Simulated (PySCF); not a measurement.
```xyz
2

Zn    0.0000    0.0000   -0.4108
F     0.0000    0.0000    1.3822
```

Method: PBE0/def2-TZVPP, non-relativistic Hamiltonian with scalar-relativistic core potentials where named, at a bond length of 1.793 Å in PySCF.

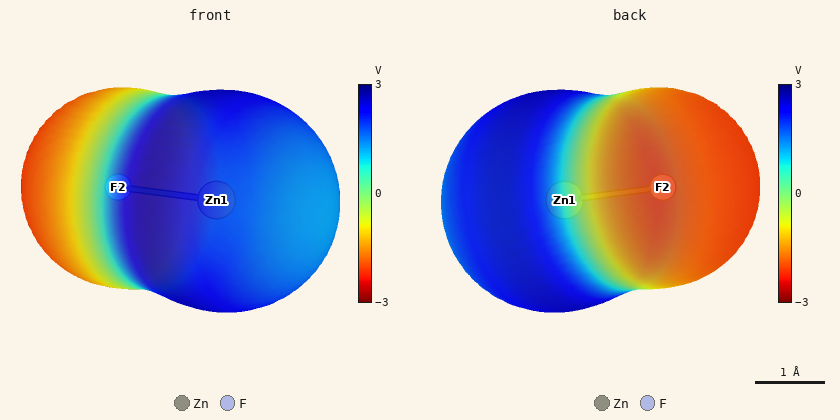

ZnF (doublet). The molecular electrostatic potential painted on the density surface at 0.004 e/bohr³, seen from the front and from behind; the colour scale runs from red (negative) to blue (positive).

Where is the surface potential most negative and most positive?

The most negative region (about −2.1 V) lies over F2, the most positive (about +2.6 V) over Zn1.
